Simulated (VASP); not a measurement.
Shape and ions are relaxed at each volume.

Energy against volume of HfB2 (AlB2 type). Computed with r2SCAN+rVV10, VASP's PBE PAW potentials (set 64) (plane waves; VASP).

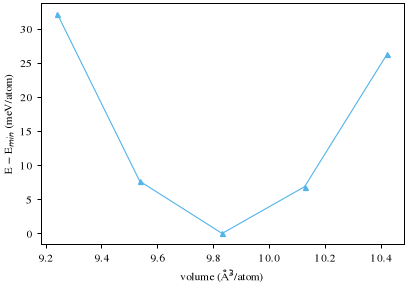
*Energy against volume*

Problem. Estimate the equilibrium volume and the bulk modulus.

Solution. The minimum lies near 9.8 Å³/atom, and the curvature gives B0 of about 260 GPa.

The compound is HfB2 in the AlB2 type structure. It was relaxed first.
